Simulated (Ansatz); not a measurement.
The starting structures come from a database of crystals and need not be the phases stable at ambient conditions.

 Where the default PAW files enter, the runs use the earlier of Ansatz's two default sets.

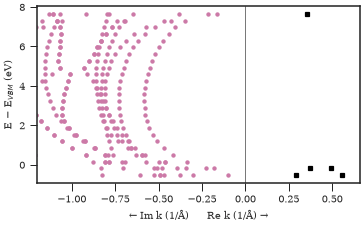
Figure. Complex bands at the centre of the two-dimensional zone; r2SCAN in Ansatz (a quantum-chemistry and plane-wave program)

No gap correction and no spin-orbit coupling; mid-gap values are interpolated between computed energies.

Task: This is Rb$_{2}$ZrF$_{6}$ (P-3m1, not sure to be the ambient phase, 9 atoms a cell, 17.1 Å³ an atom) along the normal of (100). Read off the slowest decay at the centre of the two-dimensional zone at 3.91 eV, the computed energy nearest the middle of the gap.

Result: κ ≈ 0.58 1/Å, a decay length 1/(2κ) of the density of 0.86 Å.
